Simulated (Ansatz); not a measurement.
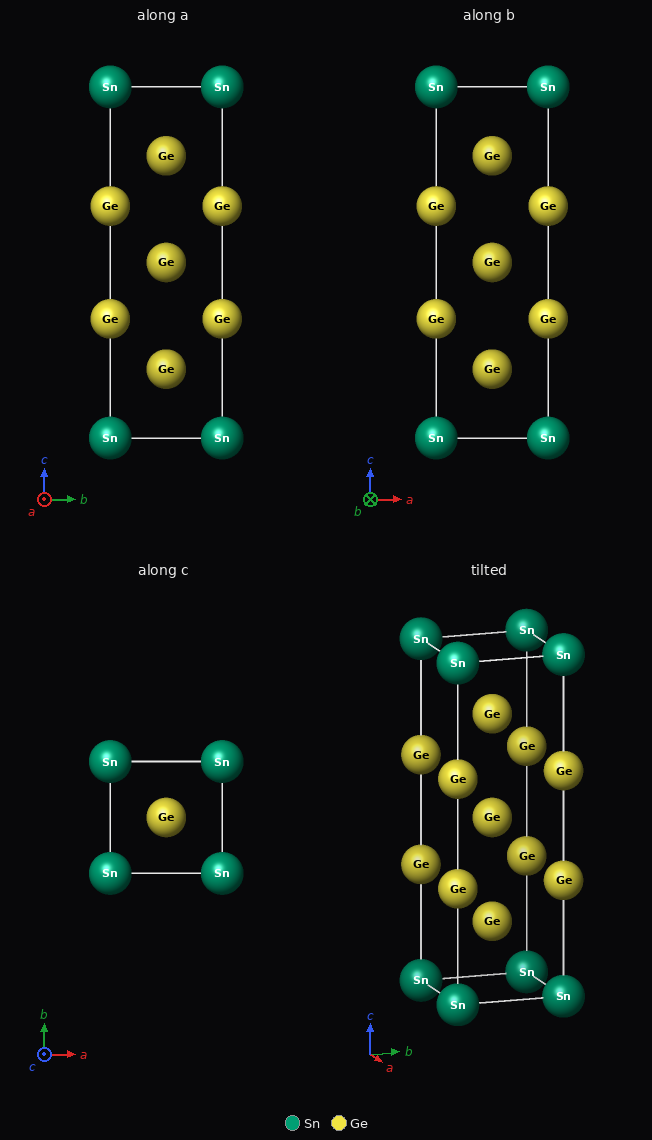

The structure above is drawn in spheres-only style and viewed along the a axis, along the b axis, along the c axis and slightly off an axis. The frame is the conventional unit cell; atoms at its boundary are shown with their periodic copies.

Lattice parameters: a = 3.401 Å, b = 3.401 Å, c = 10.672 Å, α = 90.00°, β = 90.00°, γ = 90.00°.

Write down what is shown as a table of Wyckoff sites, with free fractional coordinates to two decimals.

Answer. Space group P4/mmm (No. 123).
| atom | site | x | y | z |
| --- | --- | --- | --- | --- |
| Sn | 1a | 0.00 | 0.00 | 0.00 |
| Ge | 2h | 0.50 | 0.50 | 0.20 |
| Ge | 2g | 0.00 | 0.00 | 0.34 |
| Ge | 1d | 0.50 | 0.50 | 0.50 |

Source of the structure: a structure type filled with these elements by a generator (whether the compound takes this form wasn't checked). Earlier steps of the study may have refined or changed the cell and positions. It went into a calculation with Ansatz.
